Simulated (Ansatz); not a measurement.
**Run report: CH₂AlF₂ (charge −1), phonon calculation**

System: CH₂AlF₂, charge −1, SMILES F[CH-][AlH][F].
Method: RKS B3LYP-D4/6-31G* (Ansatz 0.2.0).

It belongs to a series of runs on one base structure; here: vibrations at the highest image of the band.

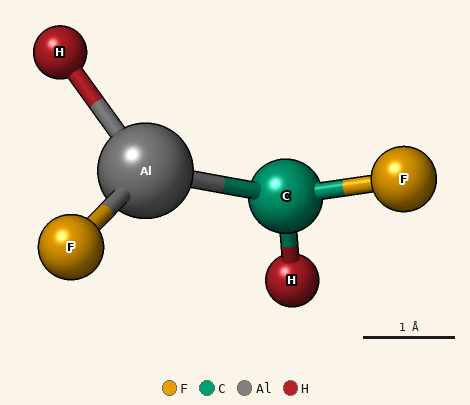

Figure 1. The structure (ball-and-stick view, seen at a tilt). Sticks mark near contacts.

Input:
```yaml
crystal:
  periodic: [false, false, false]
  atoms:
    - { symbol: F, position_ang: [0.513183, 1.87733, -0.904657] }
    - { symbol: C, position_ang: [-0.435977, 0.834805, -0.556319] }
    - { symbol: Al, position_ang: [0.149154, -0.599509, 0.534434] }
    - { symbol: F, position_ang: [1.104569, -1.997442, 0.329504] }
    - { symbol: H, position_ang: [-0.986322, 0.601563, -1.48609] }
    - { symbol: H, position_ang: [-0.344607, -0.716737, 2.083118] }
total_charge: -1
basis:
  gaussian: { orbitals: "6-31G*" }
hamiltonian:
  xc: b3lyp
  dispersion: d4
phonons: {}
```

Run on 1 thread of Arm Neoverse V1, 24 GiB of memory available, shared host.

Command:
```bash
ansatz run input.yaml --threads 1 --pin off --max-ram 2048MiB --backend cpu --events-out ev --progress --plain --runs-dir out
```

What the program printed:
```
Engine: ansatz 0.2.0, aarch64-unknown-linux-gnu
Functional definition: B3LYP
  parameter a0 = 0.2
  parameter ax = 0.72
  parameter ac = 0.81
  exchange = (1 - a0 - ax)*slater_x + ax*b88_x + a0*exact_x
  correlation = (1 - ac)*vwn_rpa_c + ac*lyp_c
672 factors; integrals over basis functions are off by at most 4.7e-4 eV
mean field evaluation 1: about -13097.2845 eV, gradient 3.4e1 eV
mean field evaluation 2: about -13088.5234 eV, gradient 6.2e1 eV
mean field evaluation 4: about -13100.0452 eV, gradient 5.5e0 eV
mean field evaluation 8: about -13100.1020 eV, gradient 1.2e-1 eV
mean field evaluation 16: about -13100.1021 eV, gradient 1.1e-5 eV
mean field -13100.10205280 eV, -481.4198708724 hartree, gradient 1.1e-5 eV, S^2 0.000000; 0 other end points of the search recorded, 0 dependent functions left out
the calculation of the forces begins
reference -13100.10229780 eV, -481.4198798760 hartree; 20, 20 occupied and 48, 48 virtual orbitals, 672 factors
these checks for a lower state are left out or cut short: stability, starts, cluster_reference, orbital_swaps, neighbouring_geometries, increment
672 factors; integrals over basis functions are off by at most 4.7e-4 eV
mean field -13100.10202123 eV, -481.4198697123 hartree, gradient 1.5e-6 eV, S^2 0.000000; 0 other end points of the search recorded, 0 dependent functions left out
[... from here on the field's lines of each further geometry are left out, up to the last ...]
the calculation of the forces begins
reference -13100.10229114 eV, -481.4198796312 hartree; 20, 20 occupied and 48, 48 virtual orbitals, 672 factors
these checks for a lower state are left out or cut short: stability, starts, cluster_reference, orbital_swaps, neighbouring_geometries, increment
672 factors; integrals over basis functions are off by at most 4.7e-4 eV
mean field -13100.10199677 eV, -481.4198688132 hartree, gradient 1.3e-6 eV, S^2 0.000000; 0 other end points of the search recorded, 0 dependent functions left out
the calculation of the forces begins
reference -13100.10224176 eV, -481.4198778166 hartree; 20, 20 occupied and 48, 48 virtual orbitals, 672 factors
WARN: phonons: modes at or below zero, which the zero-point energy, F, S and C_V leave out: 1, the lowest at -336.04 cm⁻¹. A minimum has none, and a first-order saddle one
Total energy: -13100.25862198 eV, -481.4256246834 hartree
Atom 0 at     0.513183     1.877330    -0.904657 Å, force    -0.000419    -0.003749     0.001802 eV/Å
Atom 1 at    -0.435977     0.834805    -0.556319 Å, force    -0.000310     0.003385     0.008545 eV/Å
Atom 2 at     0.149154    -0.599509     0.534434 Å, force     0.019355    -0.009849    -0.008314 eV/Å
Atom 3 at     1.104569    -1.997442     0.329504 Å, force    -0.008439     0.008975     0.001827 eV/Å
Atom 4 at    -0.986322     0.601563    -1.486090 Å, force    -0.006672     0.002968    -0.017772 eV/Å
Atom 5 at    -0.344607    -0.716737     2.083118 Å, force    -0.003514    -0.001729     0.013912 eV/Å
Dipole moment:     0.144635    -0.209866    -0.079801 e Å
Vibrations: -336.04 127.71 220.03 389.04 485.32 657.97 741.09 790.83 933.79 1278.56 1754.81 2942.42 cm⁻¹, zero-point energy 0.639856 eV
```

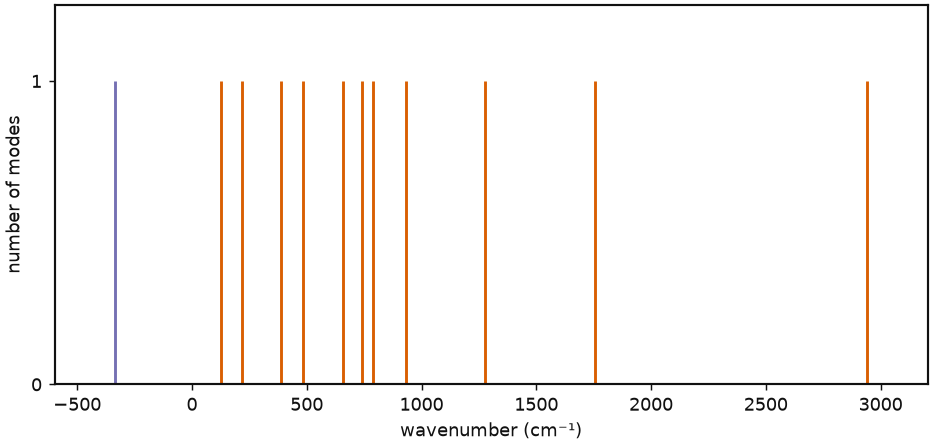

Figure 2. Harmonic vibrational wavenumbers from the force constants; neighbouring modes closer than 15 cm⁻¹ are counted in one stick, and imaginary ones are drawn at negative wavenumbers. 12 modes from 336i to 2942 cm⁻¹, 1 imaginary beyond 8i (336i cm⁻¹): a first-order saddle point, if the geometry is stationary.

Key numbers:

```json
{"quantity": "outcome", "value": "converged"}
{"quantity": "total energy", "value": "−13100.2586 eV"}
{"quantity": "mean-field energy", "value": "−13100.1023 eV"}
{"quantity": "largest force (length of the vector)", "value": "0.023 eV/Å"}
{"quantity": "wall time", "value": "57 s"}
{"quantity": "peak memory", "value": "0.12 GiB"}
```
